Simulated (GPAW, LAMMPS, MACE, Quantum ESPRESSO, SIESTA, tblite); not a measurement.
# Predicting plane-wave site energies from tblite GFN1-xTB: a vacancy of S in amorphous Hg33S25Se8 (66 atoms)

Density of this cell: 7.67 g/cm³. The cell holds 66 atoms: 33 Hg, 25 S and 8 Se. Cell: a = 12.034 Å, b = 12.034 Å, c = 12.034 Å, α = 90.0°, β = 90.0°, γ = 90.0°. 66 atoms (33 Hg, 25 S, 8 Se) placed at random at 7.67 g/cm³, melted at 2500 K for 10 ps at fixed volume with the Stillinger-Weber II-VI potential (Zhou et al., Phys. Rev. B 88, 085309 (2013)). Quenched from 2500 K to 500 K at 1000 K/ps and fixed volume, held 5 ps, then minimised at fixed cell. Then the atoms were relaxed with MACE MPA-0 medium in the fixed cell.

Calculated with Quantum ESPRESSO 7.5: PBE; plane waves, SSSP efficiency, 55/440 Ry; k-points Γ. The cheaper level is tblite GFN1-xTB, tight binding with its own dispersion term; k-points Γ. Each row is one cell with a vacancy of S, relaxed with MACE MPA-0 medium; both levels solve the same cells, and energies are counted from site S52 at each level.

| energy from tblite GFN1-xTB (eV) | energy from plane waves (eV) | site |
| --- | --- | --- |
| 0.000 | 0 | S52 |
| 0.083 | -0.7623 | S41 |
| 1.842 | ? | ? |
| 3.322 | 0.06117 | S57 |
| 6.124 | 0.8107 | S50 |

Task: Fit a straight line to the rows given and interpolate to the withheld row.

Worked fit:

Take u as the energy from tblite GFN1-xTB and v as that from plane waves.

| u (eV) | v (eV) |
| --- | --- |
| 0 | 0 |
| 0.0829740 | -0.762270 |
| 3.32242 | 0.0611670 |
| 6.12430 | 0.810737 |

With n = 4: mean u = 2.38242, mean v = 0.0274085, Σ(u − ū)² = 25.849, Σ(u − ū)(v − v̄) = 4.8440. Slope b = 4.8440 / 25.849 = 0.18740; intercept a = v̄ − b ū = -0.41905.

At the withheld site u = 1.842, and v = a + b u.

Prediction at 1.842: -0.07392 eV. The run gave -0.7140 eV, so the fit is high by 0.64 eV (90 % of the value).

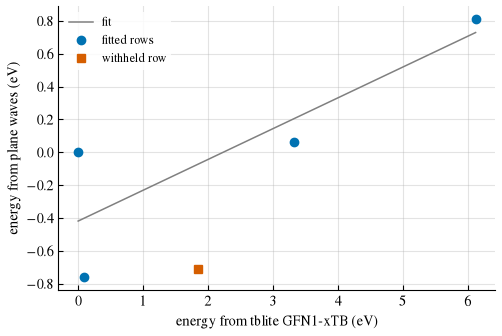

The fit, the rows that it rests on and the withheld row.

The slope of 0.19 says that tblite GFN1-xTB stretches the spread of the sites. Taken as it stands, without the line, its value misses the withheld site by 2.6 eV. Among the rows given, the largest miss of the fit is at 0.000, by 0.42 eV (27 % of the range of the table).

Limits: Few sites, one cell. The geometries are those of MACE MPA-0 medium, not of DFT.

[Hosts, paths, dates, database ids (printed as entryN), source tags and the programs' standing remarks are cut or masked in the printed files.]
